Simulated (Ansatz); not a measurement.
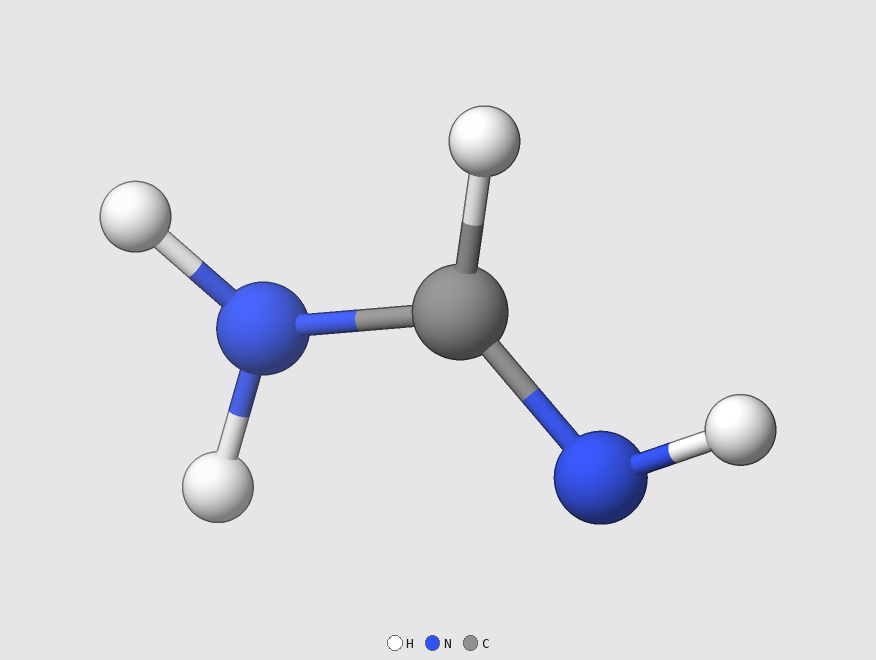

Rendered structure (ball-and-stick style).

What does the picture show?

It has 7 atoms: 1 carbon, 4 hydrogen and 2 nitrogen (CH₄N₂). This geometry has C1 symmetry. Coordination, clear cases only: 1 C trigonal planar; 1 N bent.

The parts below concern this one geometry. Atoms keep their numbers from picture to picture. The geometry was computed by an optimisation with PBE0-D4/def2-TZVP.

**Geometry**

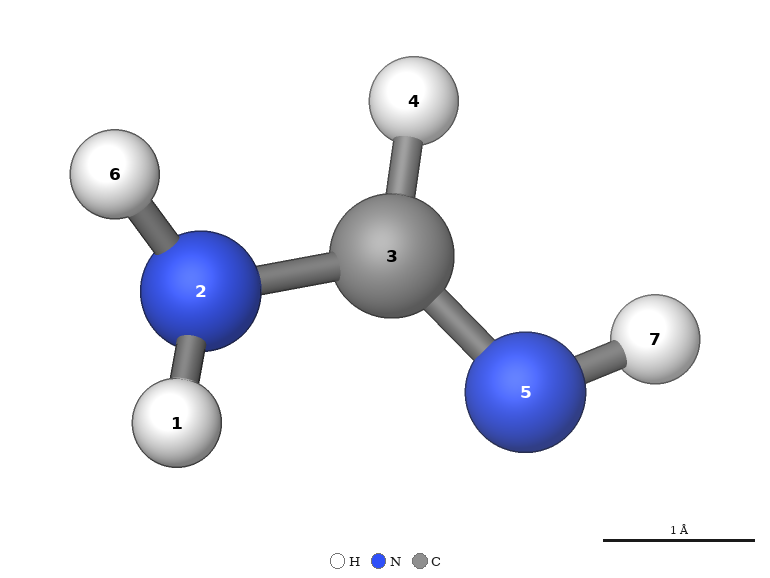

Atoms carry their numbers in the input.

List the bonds and their lengths.

```csv
bond,length (Å)
H1–N2,1.007
N2–C3,1.361
N2–H6,1.003
C3–H4,1.097
C3–N5,1.269
N5–H7,1.014
```

**Dipole moment**

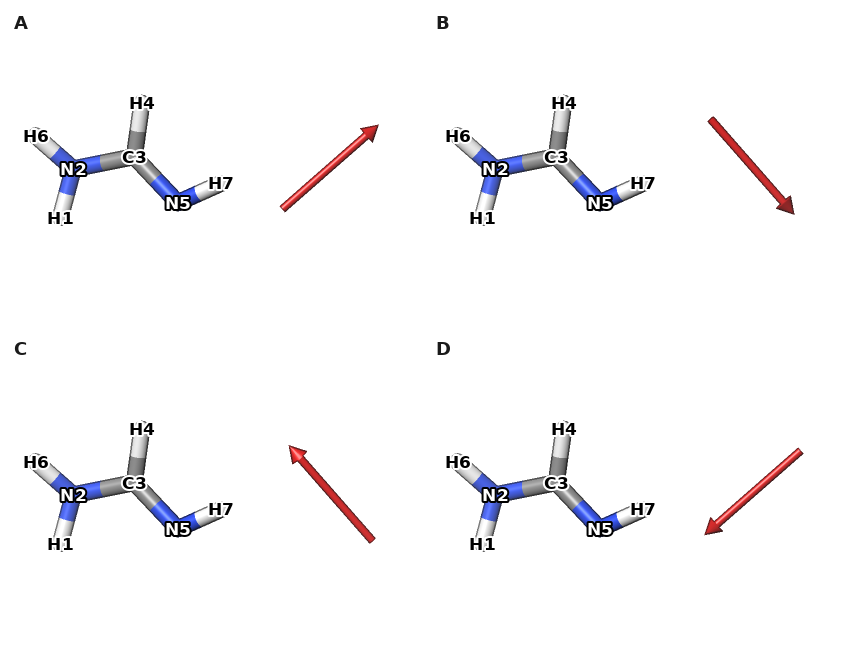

The same molecule four times, each with an arrow. Properties computed with RKS PBE0-D4/def2-TZVP (Ansatz 0.2.0).

Question: Which arrow points along the dipole moment, from the negative to the positive end?

Answer: C. The dipole moment is 2.75 D; it points from the side of H7 to the side of H6 (the outermost atoms at the two ends).

**Electronic properties**

Level of theory: RKS r2SCAN0-D4/def2-TZVPP (Ansatz 0.2.0).

Question: Give the dispersion correction at this level.

Answer: −2.0 kJ/mol.

**Charges**

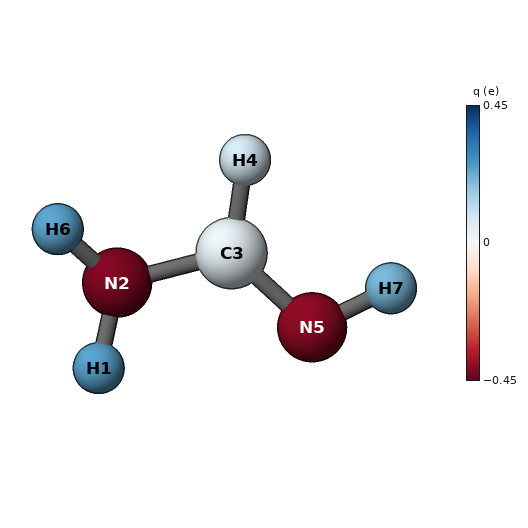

Atoms are coloured by their Mulliken charges. Level of theory: RKS PBE0-D4/def2-TZVP (Ansatz 0.2.0).

Question: Which atom carries the highest charge (most positive or least negative)?

Answer: H1 (0.25 e).

Question: And the lowest?

Answer: N2 (−0.42 e).

List the Mulliken charges.

```json
{"atom": "H1", "value (e)": "0.25"}
{"atom": "N2", "value (e)": "−0.42"}
{"atom": "C3", "value (e)": "0.04"}
{"atom": "H4", "value (e)": "0.09"}
{"atom": "N5", "value (e)": "−0.40"}
{"atom": "H6", "value (e)": "0.24"}
{"atom": "H7", "value (e)": "0.21"}
```

**Thermal motion**

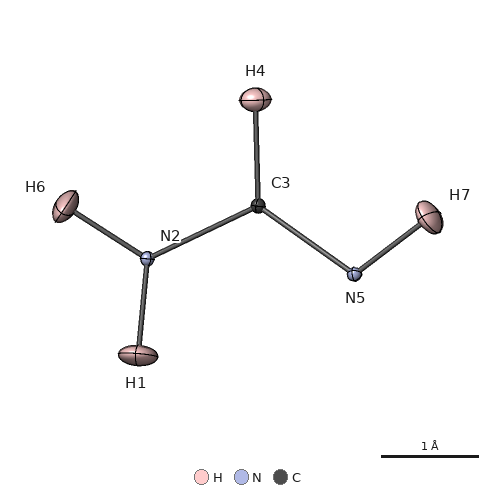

Displacement ellipsoids at the 50 % level, from the internal vibrations of the free molecule (harmonic, no overall translation or rotation; no half-axis is drawn under 0.075 Å). Vibrations computed with RKS PBE0-D4/def2-TZVP (Ansatz 0.2.0). Temperature: 298 K.

Give the displacement parameters, one line for each set of equivalent atoms.

```tsv
atom	U_eq (Å²)	rms amplitudes (Å)
H1	0.0164	0.067, 0.131, 0.165
N2	0.00068	0.017, 0.026, 0.033
C3	0.00083	0.024, 0.028, 0.034
H4	0.0099	0.078, 0.108, 0.109
N5	0.00053	0.017, 0.018, 0.031
H6	0.0253	0.070, 0.117, 0.239
H7	0.0129	0.072, 0.120, 0.138
```

Mulliken values depend strongly on the basis set and can even reverse the polarity of a bond.
